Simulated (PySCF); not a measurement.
**The bond of BRh, level by level**

One job finds the state of BRh, follows it along the bond with each method and fits the curves.

Program: PySCF 2.14.0. Level of theory: B x2c-TZVPPall, Rh x2c-TZVPPall, spin-free X2C with a Gaussian nucleus. These are calculated values, not measurements.

## Step 1: The job

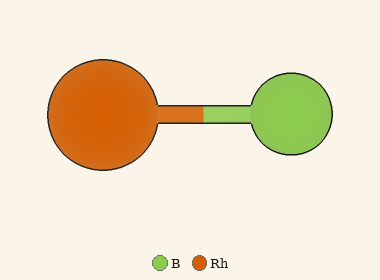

The two atoms at the starting distance (boron green, rhodium orange).

The job is set up so:

| Quantity | Value |
| --- | --- |
| atoms | B, Rh |
| charge | 0 |
| basis | B x2c-TZVPPall, Rh x2c-TZVPPall |
| Hamiltonian | spin-free X2C with a Gaussian nucleus |
| basis functions | 110 |
| electrons treated | 50 |
| masses in u | 11.0093, 102.9055 |
| levels | PBE0, PBE, r²SCAN, BP86, r²SCAN0, BHandHLYP, PW91, ωB97X-V, HF, MP2, SCS-MP2, CCSD, CCSD(T) |
| grid | 80 radial by 434 angular points |
| occupations | held fixed by the projection of orbital angular momentum |
| dissociation limit | B + Rh, each in its ground configuration |
| starting distance in angstrom | 1.990 |
| values of 2S to try | 0, 2, 4, 6 |

The run is started by

```bash
OMP_NUM_THREADS=2 python dia.py task.json out
```

Further steps of the session: PBE0 along the bond; Other states along the same grid; PBE; r²SCAN; BP86 (GGA); r²SCAN0 (hybrid meta-GGA); BHandHLYP (global hybrid GGA); PW91 (GGA); ωB97X-V; RHF; Adding correlation.

**Question.** What will these runs give? Wanted: for each run, Re; ωe; De; μ.

As calculated:

Lowest PBE0 solution found, without spin–orbit coupling: ¹Σ⁺ (singlet), closed shell. State 2 has its PBE0 minimum 0.81 eV higher. State 3 has its PBE0 minimum 1.02 eV higher, as a spin-mixed determinant (⟨S²⟩ = 1.03), so this is no gap between pure states. State 4 has its PBE0 minimum 1.77 eV higher. The other levels ran on the lowest alone.

```
      level  Re (Å)  ωe (cm⁻¹)  De (eV)  μ (D)
        RHF   1.638       1035     0.85   3.26
   RHF-CCSD   1.668       1010     4.54    n/a
RHF-CCSD(T)   1.693        956     5.29    n/a
        PBE   1.695        944     6.01   2.91
       PW91   1.694        945     6.02   2.89
       BP86   1.697        941     5.90   2.84
     r²SCAN   1.680        973     5.35   3.09
       PBE0   1.671        986     5.13   3.03
    r²SCAN0   1.661       1008     4.65   3.09
  BHandHLYP   1.657       1006     3.98   3.03
    ωB97X-V   1.665       1009     5.12   3.17
```

De is counted to B + Rh in their ground configurations. A positive dipole means B(−)Rh(+). No constants: RHF-MP2 (the points don't follow one smooth fit); RHF-SCS-MP2 (the points don't follow one smooth fit).

In words: The methods spread over 0.059 Å in bond length, from RHF to BP86. Among the levels with a De in the table, it runs from 0.85 eV (RHF) to 6.02 eV (PW91).

Correlated steps freeze 15 core orbitals. T1 is 0.025 near the minimum (highest on the curve 0.058), which may point to more than one leading configuration. Spin–orbit coupling is left out.
